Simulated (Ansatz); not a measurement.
The reference is SrCl2 in the fluorite structure (space group Fm-3m, No. 225; a = 6.9078 Å).

The change: the cell is scaled by 0.9900 in all directions; the atoms relax in the strained cell.

Calculations: Ansatz (an electronic-structure program) PBEsol, without spin-orbit coupling.

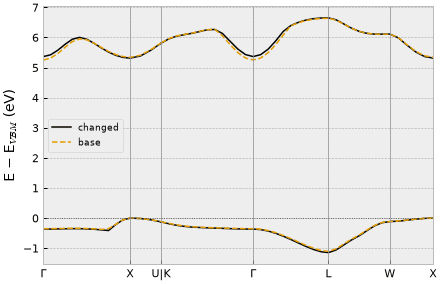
*Highest valence and lowest conduction band along the path, each from its own valence-band maximum*

### Question
Read the changed gap and its character from the plot.

### Answer
About 5.3 eV, direct at X.

No phonon test of stability was made.
